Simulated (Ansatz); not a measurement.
SnO2, space group P4_2/mnm (No. 136), a = 4.794 Å, b = 4.794 Å, c = 3.230 Å, α = 90.00°, β = 90.00°, γ = 90.00°

```tsv
site	Wyckoff	x	y	z
Sn	2a	0.0000	0.0000	0.0000
O	4f	0.3062	0.3062	0.0000
```

Origin: coordinates from a relaxation with Ansatz, DFT PBE+D3(BJ), scalar-relativistic, plane waves, PAW.

Describe the coordination of Sn.

Answer. SnO6: a slightly distorted octahedron (coordination number 6, S = 0.70; next best trigonal prism, S = 15.9). Bonds: 6 × Sn–O 2.08 Å. The next neighbour, not counted, lies at 3.23 Å.

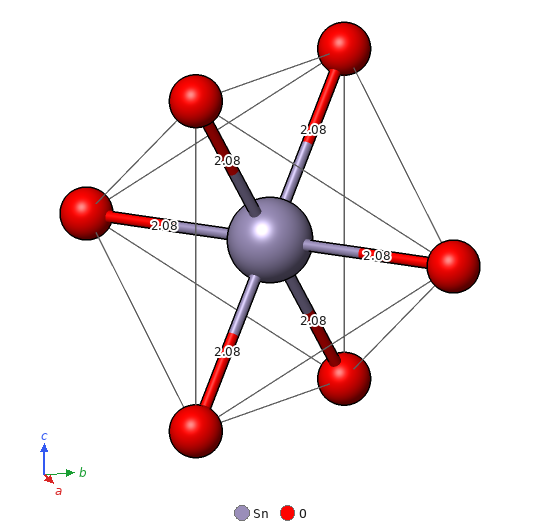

The polyhedron about Sn. Shape measures S are computed against regular polyhedra or, for capped shapes, the nearer of the equal-edge and equal-bond forms.
